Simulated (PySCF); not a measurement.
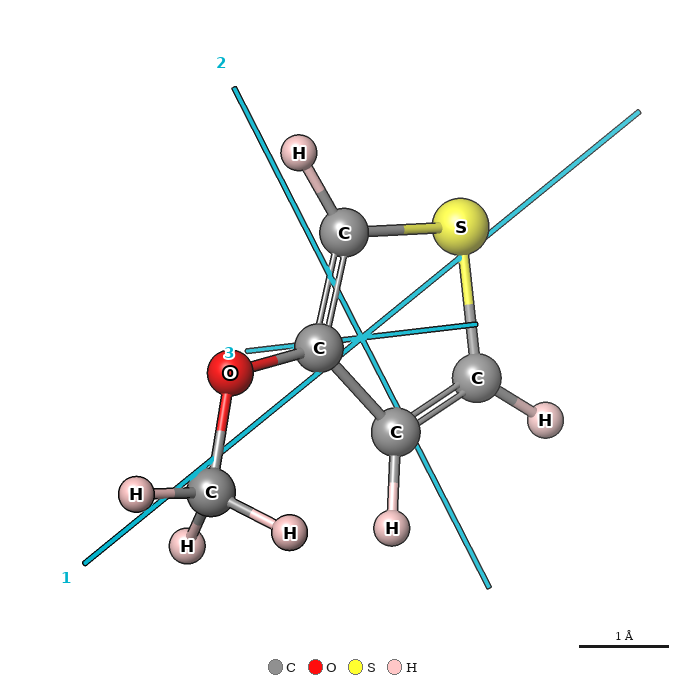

The three principal axes of inertia are drawn and numbered. Distant atoms are faded towards the background colour. Computed geometry: PBE0-D3(BJ)/def2-SVP optimisation. No frequency run is at hand to confirm it as a minimum. Masses are those of the most abundant isotopes; constants are for the rigid equilibrium geometry.

> Which line is the a axis (least moment of inertia), which b and which c?

a is line 1, b is line 2, c is line 3; the moments are 77.4, 341, 415 u Å².

> Classify the rotor and give the rotational constants (MHz).

An asymmetric top (Cs): A = 6533, B = 1484, C = 1219 MHz. Ray's parameter κ is −0.90, close to the prolate limit.
